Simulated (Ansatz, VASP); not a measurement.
# ZnS (Sphalerite) in two plane-wave programs, part 2 of 2

One calculation is typed for both programs; each brings its own data sets. How far apart do they land? The cell is taken from a series of VASP runs on this material, whose earlier steps may have relaxed, scaled or displaced it; both programs get it as it stands. Valence electrons are named where the data sets of a main pair hold unlike numbers.

VASP 6.6.1 and Ansatz 0.2.0.

So far. Step 3 (VASP: band structure, PBE): The run ends at a pressure of 1.38 GPa.

**5. VASP: band structure, r2SCAN**

Level of this step: r2SCAN; plane waves and PAW (Zn, S) (VASP).

The same path points are solved in both programs, so levels can be compared one by one.

Contents of INCAR:

```
SYSTEM = ZnS
PREC = Accurate
ENCUT = 350
EDIFF = 1E-06
NELM = 100
ISMEAR = 0
SIGMA = 0.03
LREAL = .FALSE.
ALGO = Normal
METAGGA = R2SCAN
LASPH = .TRUE.
NBANDS = 21
LORBIT = 11
LWAVE = .FALSE.
LCHARG = .FALSE.
KPAR = 4
```

Contents of POSCAR:

```
ZnS
1.0
    0.0000000000      2.7046500000      2.7046500000
    2.7046500000      0.0000000000      2.7046500000
    2.7046500000      2.7046500000      0.0000000000
Zn S
1 1
Direct
    0.0000000000      0.0000000000      0.0000000000
    0.7500000000      0.7500000000      0.7500000000
```

Contents of KPOINTS:

```
Automatic mesh
0
Gamma
8 8 8
0 0 0
```

Contents of KPOINTS_OPT:

```
Line mode
10
Line-mode
Reciprocal
  0.00000000   0.00000000   0.00000000 GAMMA
  0.50000000   0.00000000   0.50000000 X

  0.50000000   0.00000000   0.50000000 X
  0.50000000   0.25000000   0.75000000 W

  0.50000000   0.25000000   0.75000000 W
  0.37500000   0.37500000   0.75000000 K

  0.37500000   0.37500000   0.75000000 K
  0.00000000   0.00000000   0.00000000 GAMMA

  0.00000000   0.00000000   0.00000000 GAMMA
  0.50000000   0.50000000   0.50000000 L

  0.50000000   0.50000000   0.50000000 L
  0.62500000   0.25000000   0.62500000 U

  0.62500000   0.25000000   0.62500000 U
  0.50000000   0.25000000   0.75000000 W

  0.50000000   0.25000000   0.75000000 W
  0.50000000   0.50000000   0.50000000 L

  0.50000000   0.50000000   0.50000000 L
  0.37500000   0.37500000   0.75000000 K

  0.62500000   0.25000000   0.62500000 U
  0.50000000   0.00000000   0.50000000 X
```

PAW data sets: Zn and S (PBE family, release 64).

Run with:

```console
$ mpirun -np 4 vasp_std
```

Numbers of over 12 decimals in the logs are rounded to 6 here.

The log of the run:

```text
[banner, memory and clock lines left out]
running    4 mpi-ranks, on    1 nodes
[...]
|                                                                             |
|               ----> ADVICE to this user running VASP <----                  |
|                                                                             |
|     You enforced a specific xc type in the INCAR file but a different       |
|     [... a line on the potential file left out ...]
|     I HOPE YOU KNOW WHAT YOU ARE DOING!                                     |
|                                                                             |

 LDA part: xc-table for (None), standard interpolation
 POSCAR, INCAR and KPOINTS ok, starting setup
[...]
entering main loop
       N       E                     dE             d eps       ncg     rms          rms(c)
DAV:   1     0.805463724299E+02    0.80546E+02   -0.66896E+03  1231   0.795E+02
DAV:   2    -0.141787800120E+02   -0.94725E+02   -0.86321E+02  1263   0.206E+02
[...]
DAV:  14    -0.188540478440E+02   -0.20535E-05   -0.41720E-07   739   0.168E-02    0.347E-03
DAV:  15    -0.188540489759E+02   -0.11318E-05   -0.11183E-07   674   0.496E-03    0.269E-03
DAV:  16    -0.188540488595E+02    0.11641E-06   -0.40957E-08   669   0.357E-03
   1 F= -.18854049E+02 E0= -.18854049E+02  d E =-.288947E-15
 Start KPOINTS_OPT (optional k-point list driver)
k-point batch [1-29\100]
       N       E                     dE             ncg
DAV:   1     0.881345189033E+03   -0.13336E+05     1234
DAV:   2    -0.180569559599E+04   -0.26870E+04     1266
DAV:   3    -0.201679170823E+04   -0.21110E+03     1447
DAV:   4    -0.201905874817E+04   -0.22670E+01     1408
DAV:   5    -0.201906948655E+04   -0.10738E-01     1437
DAV:   6    -0.201906957339E+04   -0.86839E-04     1451
DAV:   7    -0.201906957426E+04   -0.87173E-06     1289
[...]
k-point batch [88-100\100]
       N       E                     dE             ncg
DAV:   1     0.851431450905E+04   -0.70024E+04      559
DAV:   2     0.731189504555E+04   -0.12024E+04      559
DAV:   3     0.722007650559E+04   -0.91819E+02      669
DAV:   4     0.721913200463E+04   -0.94450E+00      601
DAV:   5     0.721912743022E+04   -0.45744E-02      670
DAV:   6     0.721912738947E+04   -0.40754E-04      606
DAV:   7     0.721912738899E+04   -0.47988E-06      648
```

From OUTCAR (step 5):

```text
  Total       -0.2859491     -0.2859491     -0.2859491      0.0000000      0.0000000     -0.0000000
  in kB      -11.5780681    -11.5780681    -11.5780681      0.0000000      0.0000000     -0.0000000
  external PRESSURE =     -11.5780681 kB  Pullay stress =       0.0000000 kB

 POSITION                                       TOTAL-FORCE (eV/Angst)
 -----------------------------------------------------------------------------------
      0.00000      0.00000      0.00000         0.000000      0.000000      0.000000
      4.05697      4.05697      4.05697        -0.000000     -0.000000     -0.000000
 -----------------------------------------------------------------------------------
    total drift:                               -0.000009     -0.000009     -0.000009

  FREE ENERGIE OF THE ION-ELECTRON SYSTEM (eV)
  ---------------------------------------------------
  free  energy   TOTEN  =       -18.8540488595 eV

  energy  without entropy=      -18.8540488595  energy(sigma->0) =      -18.85404886

[... 2 parts as in an earlier step ...]

[... 1 further part left out ...]
[key lines of the parts left out:]
E-fermi :   1.9613
```

The run ends at a pressure of -1.16 GPa.

**6. Ansatz: band structure, r2SCAN**

The same cell, functional, mesh and smearing now go to Ansatz, which takes its cutoff from its data sets.

The cell is taken from a series of VASP runs on this material, whose earlier steps may have relaxed, scaled or displaced it; both programs get it as it stands.

Contents of input.yaml:

```yaml
crystal:
  lattice:
    - [0.0, 2.70465, 2.70465]
    - [2.70465, 0.0, 2.70465]
    - [2.70465, 2.70465, 0.0]
  atoms:
    - { symbol: Zn, position: [0.0, 0.0, 0.0] }
    - { symbol: S, position: [0.75, 0.75, 0.75] }
hamiltonian:
  xc: r2scan
  pseudopotentials: { kind: paw }
kpoints:
  mp_grid: { grid: [8, 8, 8] }
  band_path:
    path:
      - [0.0, 0.0, 0.0]
      - [0.16667, 0.0, 0.16667]
      - [0.33333, 0.0, 0.33333]
      - [0.5, 0.0, 0.5]
      - [0.5, 0.08333, 0.58333]
      - [0.5, 0.19444, 0.69444]
      - [0.5, 0.25, 0.75]
      - [0.45833, 0.29167, 0.75]
      - [0.40278, 0.34722, 0.75]
      - [0.375, 0.375, 0.75]
      - [0.20833, 0.20833, 0.41667]
      - [0.08333, 0.08333, 0.16667]
      - [0.0, 0.0, 0.0]
      - [0.22222, 0.22222, 0.22222]
      - [0.38889, 0.38889, 0.38889]
      - [0.51389, 0.47222, 0.51389]
      - [0.55556, 0.38889, 0.55556]
      - [0.61111, 0.27778, 0.61111]
      - [0.61111, 0.25, 0.63889]
      - [0.56944, 0.25, 0.68056]
      - [0.51389, 0.25, 0.73611]
      - [0.5, 0.27778, 0.72222]
      - [0.5, 0.38889, 0.61111]
      - [0.5, 0.47222, 0.52778]
      - [0.48611, 0.48611, 0.52778]
      - [0.43056, 0.43056, 0.63889]
      - [0.38889, 0.38889, 0.72222]
      - [0.59722, 0.19444, 0.59722]
      - [0.55556, 0.11111, 0.55556]
      - [0.5, 0.0, 0.5]
    npoints: 1
scf:
  occupations: { method: gaussian, width: 0.03 }
  n_extra_bands: 7
output:
  forces: true
  stress: true
  eigenvalues: true
```

Run with:

```console
$ ansatz run input.yaml --threads 2 --pin off --max-ram 4608MiB --backend cpu --events-out ev --progress --plain --runs-dir out
```

The log of the run:

```text
[...]
Crystal: 2 atoms, lattice volume = 39.570 Å³
Basis set: ecut = 500 eV, 965 PW (Γ), exchange–correlation on 120×120×120 points (64 copies of the dense FFT grid, shifted against one another)
Bands: 16, of which v1, the nominal top of the filled ones, is band 9 counted from 1 (8 counted from 0)
Symmetry: 24 space group operations
[...]
k-point 0: bands = [... 5 lower, -0.4806, 5.4705, 5.4705, 5.4705, 8.1218, 12.3446, 12.3446, 12.3446, ... 3 higher]
  k-point 1: bands = [... 5 lower, -0.4821, 4.3864, 5.3211, 5.3211, 8.9128, 12.2430, 12.6046, 12.6046, ... 3 higher]
  k-point 2: bands = [... 5 lower, -0.4788, 2.6279, 4.9939, 4.9939, 9.4601, 12.9025, 12.9717, 12.9717, ... 3 higher]
  k-point 28: bands = [... 5 lower, -0.0821, 0.8482, 2.6759, 2.6937, 11.5061, 12.0377, 13.9122, 14.1274, ... 3 higher]
[key lines of the parts left out:]
SCF converged after 6 iterations
Free energy (F): -4233.449069 eV
Fermi energy:    6.796326 eV
P = ⅓ Tr σ = -0.8608 GPa (-8.608 kbar)
```

It took 2.7 s on 2 threads of Arm Neoverse V2, shared host; peak memory 0.42 GiB.

**7. Differences**

What differs besides the data sets and the points named for the pairs above, as far as they apply: VASP keeps PBE cores, Ansatz makes them for the functional; the cutoff is 500 eV in Ansatz and 350 eV in VASP. Total energies have different zeros and are not compared.

Both answers:

```
                     quantity  Ansatz   VASP  difference
               pressure (GPa)   -0.86  -1.16       +0.30
gap over the path points (eV)   2.651  2.656      -0.005
```

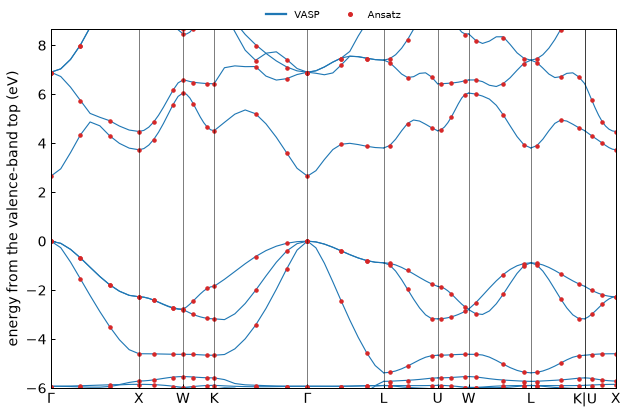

Bands from VASP (lines) and levels from Ansatz (dots). Dots without a line are higher empty bands that the VASP plot leaves out.

Levels at points of the path, from each program's valence-band top (eV; 4 filled, then empty):

```
k (reciprocal lattice)                                   Ansatz                                     VASP
     0.000 0.000 0.000      -5.95 0.00 0.00 0.00 2.65 6.87 6.87      -5.93 0.00 0.00 0.00 2.66 6.90 6.90
     0.167 0.000 0.167   -5.93 -1.53 -0.68 -0.68 4.33 5.74 7.97   -5.91 -1.53 -0.68 -0.68 4.33 5.75 8.01
     0.333 0.000 0.333   -5.89 -3.49 -1.78 -1.78 4.30 4.91 9.99  -5.87 -3.49 -1.78 -1.78 4.30 4.92 10.02
     0.500 0.000 0.500  -5.73 -4.60 -2.27 -2.27 3.73 4.47 11.71  -5.71 -4.60 -2.27 -2.27 3.73 4.48 11.73
     0.500 0.083 0.583  -5.69 -4.61 -2.41 -2.40 4.14 4.86 10.93  -5.67 -4.61 -2.41 -2.41 4.15 4.87 10.98
     0.500 0.194 0.694   -5.57 -4.62 -2.74 -2.72 5.58 6.16 9.03   -5.55 -4.62 -2.74 -2.72 5.59 6.18 9.06
     0.500 0.250 0.750   -5.55 -4.62 -2.79 -2.78 6.04 6.57 8.44   -5.53 -4.62 -2.80 -2.78 6.05 6.58 8.47
     0.458 0.292 0.750   -5.57 -4.63 -3.00 -2.44 5.60 6.48 8.67   -5.55 -4.63 -3.00 -2.44 5.61 6.49 8.71
     0.403 0.347 0.750   -5.60 -4.66 -3.15 -1.93 4.66 6.42 9.65   -5.58 -4.66 -3.15 -1.93 4.66 6.44 9.70
     0.375 0.375 0.750   -5.61 -4.66 -3.17 -1.85 4.51 6.41 9.91   -5.59 -4.66 -3.17 -1.85 4.51 6.43 9.96
```

Among the levels compared at these points, filled levels agree within 25 meV and empty ones within 49 meV.

**8. Ansatz: dielectric response, LDA**

The response to a field tests empty states and converges slowly with the mesh.

The cell is taken from a series of VASP runs on this material, whose earlier steps may have relaxed, scaled or displaced it; both programs get it as it stands.

Contents of input.yaml:

```yaml
crystal:
  lattice:
    - [0.0, 2.70465, 2.70465]
    - [2.70465, 0.0, 2.70465]
    - [2.70465, 2.70465, 0.0]
  atoms:
    - { symbol: Zn, position: [0.0, 0.0, 0.0] }
    - { symbol: S, position: [0.75, 0.75, 0.75] }
hamiltonian:
  xc: lda
  pseudopotentials: { kind: paw }
kpoints:
  mp_grid: { grid: [10, 10, 10] }
scf:
  occupations: { method: fixed }
dielectric:
  method: response
```

The log of the run:

```text
[...]
Crystal: 2 atoms, lattice volume = 39.570 Å³
Basis set: ecut = 420 eV, 749 PW (Γ), exchange–correlation on 54×54×54 points (8 copies of the dense FFT grid, shifted against one another)
Bands: 13, of which v1, the nominal top of the filled ones, is band 9 counted from 1 (8 counted from 0)
Symmetry: 24 space group operations
k-points: 171 of 1000 (irreducible under 4 space group operations, time reversal used)
[...]
site 0:
         1.99030    0.00000   -0.00000
        -0.00000    1.99030    0.00000
         0.00000    0.00000    1.99030
    site 1:
        -1.99030   -0.00000    0.00000
         0.00000   -1.99030   -0.00000
        -0.00000   -0.00000   -1.99030
  Z* charge neutrality: 5.838e-5 e pre-enforcement
  solved inside a basis spanned on kpoints, on 10×10×10 k-points, its susceptibility summed on 14×14×14: ε∞ is read to err by 1.6e-2, Z* by 1.2e-2 e (field_mesh: kpoints solves on kpoints); Z* is corrected for what the basis lacks
[key lines of the parts left out:]
SCF converged after 8 iterations
Free energy (F): -4117.401445 eV
Fermi energy:    5.468213 eV
```

Wall time 23 s (2 threads); peak memory 0.55 GiB.

**9. VASP: dielectric response, LDA**

The same cell, functional (in two slightly different forms) and mesh now go to VASP, with its own data sets.

Contents of INCAR:

```
SYSTEM = ZnS
PREC = Accurate
ENCUT = 350
EDIFF = 1E-08
NELM = 100
ISMEAR = 0
SIGMA = 0.01
LREAL = .FALSE.
ALGO = Normal
GGA = CA
NBANDS = 15
LORBIT = 11
LWAVE = .FALSE.
LCHARG = .FALSE.
KPAR = 4
LEPSILON = .TRUE.
```

POSCAR is that of step 5.

Contents of KPOINTS:

```
Automatic mesh
0
Gamma
10 10 10
0 0 0
```

The projector-augmented-wave data sets are Zn and S (LDA family, release 64).

Run with:

```console
$ mpirun -np 4 vasp_std
```

The log of the run:

```text
[banner, memory and clock lines left out]
running    4 mpi-ranks, on    1 nodes
[...]
LDA part: xc-table for (Slater(with rela. corr.)+CA(PZ))
 , standard interpolation
 POSCAR, INCAR and KPOINTS ok, starting setup
[...]
entering main loop
       N       E                     dE             d eps       ncg     rms          rms(c)
DAV:   1     0.729098192886E+02    0.72910E+02   -0.72591E+03  1410   0.111E+03
DAV:   2    -0.412276546280E+01   -0.77033E+02   -0.72761E+02  1627   0.224E+02
DAV:   3    -0.855432751110E+01   -0.44316E+01   -0.44189E+01  1760   0.572E+01
DAV:   4    -0.859722500110E+01   -0.42897E-01   -0.42891E-01  1718   0.594E+00
[...]
DAV:  12    -0.817253939406E+01   -0.10219E-06   -0.79906E-07  1725   0.682E-03    0.162E-03
DAV:  13    -0.817253936944E+01    0.24623E-07   -0.63465E-08  2084   0.339E-03    0.554E-04
DAV:  14    -0.817253936985E+01   -0.41041E-09   -0.59294E-09   992   0.566E-04
   1 F= -.81725394E+01 E0= -.81725394E+01  d E =-.425097E-39
[...]
RMM:  11    -0.600563073136E+00    0.22997E-07   -0.57128E-09  8188   0.154E-04    0.205E-05
RMM:  12    -0.600562916383E+00    0.15675E-06    0.24583E-08  4986   0.597E-05    0.277E-06
 change of polarisation eV/A/(eV/A) component  2 :     0.223     1.140     0.120
 dielectric tensor                  component  2 :     1.022     6.213     0.548
 Linear response to external field, progress :
  Direction:   3
       N       E                     dE             d eps       ncg     rms          rms(c)
RMM:   1    -0.588620338831E+00   -0.58862E+00   -0.23537E+00  6987   0.371E+00
RMM:   2    -0.623303573759E+00   -0.34683E-01   -0.14518E-02  9241   0.796E-01    0.146E+00
RMM:   3    -0.585819082176E+00    0.37484E-01   -0.26615E-02  8937   0.860E-01    0.760E-01
RMM:   4    -0.592164986356E+00   -0.63459E-02   -0.19057E-02  9125   0.725E-01    0.183E-01
[...]
RMM:  10    -0.600562855721E+00   -0.49953E-05   -0.50556E-08  8928   0.367E-04    0.166E-04
RMM:  11    -0.600561234557E+00    0.16212E-05   -0.13651E-08  8198   0.154E-04    0.207E-05
RMM:  12    -0.600562348669E+00   -0.11141E-05    0.14037E-08  5003   0.597E-05    0.275E-06
 change of polarisation eV/A/(eV/A) component  3 :     0.181     0.209     1.140
 dielectric tensor                  component  3 :     0.827     0.956     6.213
 Born effective charges drift removed
```

From OUTCAR (step 9):

```text
  Total       -1.1774038     -1.1774038     -1.1774038      0.0000000     -0.0000000     -0.0000000
  in kB      -47.6730358    -47.6730358    -47.6730358      0.0000000     -0.0000000     -0.0000000
  external PRESSURE =     -47.6730358 kB  Pullay stress =       0.0000000 kB

 POSITION                                       TOTAL-FORCE (eV/Angst)
 -----------------------------------------------------------------------------------
      0.00000      0.00000      0.00000         0.000000     -0.000000     -0.000000
      4.05697      4.05697      4.05697        -0.000000      0.000000      0.000000
 -----------------------------------------------------------------------------------
    total drift:                               -0.000001     -0.000001     -0.000001

 MACROSCOPIC STATIC DIELECTRIC TENSOR (including local field effects in DFT)
 ------------------------------------------------------
           6.212601    -0.000000    -0.000000
           0.000000     6.212601     0.000000
           0.000000     0.000000     6.212601
 ------------------------------------------------------

[... 1 part as in an earlier step ...]

[... 1 further part left out ...]
```

Energies printed during the response cycles are not total energies of the cell. The dielectric response converges more slowly with the mesh than energies do, so tensor and charges may still move on a finer one.

**10. Differences**

What differs besides the data sets and the points named for the pairs above, as far as they apply: the two LDA forms differ slightly; VASP's response is taken on the typed mesh, Ansatz refines its own for the field response alone; VASP's log shows a relativistic correction to its local exchange, Ansatz's none. Total energies have different zeros and are not compared.

The two programs side by side:

```
                                     quantity  Ansatz   VASP  difference
                                        ε∞ xx    6.23   6.21     +0.31 %
                                        ε∞ yy    6.23   6.21     +0.31 %
                                        ε∞ zz    6.23   6.21     +0.31 %
Born charge of Zn1 (mean of the diagonal) (e)    1.99   2.00       -0.01
 Born charge of S2 (mean of the diagonal) (e)   -1.99  -2.00       +0.01
```

**11. Summary of results**

```
largest difference of a filled level at the path points (band structure, PBE)    : 7.6 meV
largest difference of a filled level at the path points (band structure, r2SCAN) : 25 meV
difference in ε∞ xx (dielectric response, LDA)                                   : 0.31 %
```

The largest difference of a filled level at the path points is 25 meV (band structure, r2SCAN), within the 80 meV picked in this series as the mark of a large difference. 1 further run of this series is not shown here. How closely two codes agree says nothing of how well the functional describes the real material.

[Lines on the potential files, build, host, timing and source positions are cut from VASP's logs without a mark.]

[Logs are printed without paths, hosts, clocks, repeated set-up lines and the standing remarks that a program may print on its own settings, such as how far it seeks lower states.]

[Hosts, paths, dates, database ids (printed as entryN), source tags and the programs' standing remarks are cut or masked in the printed files.]
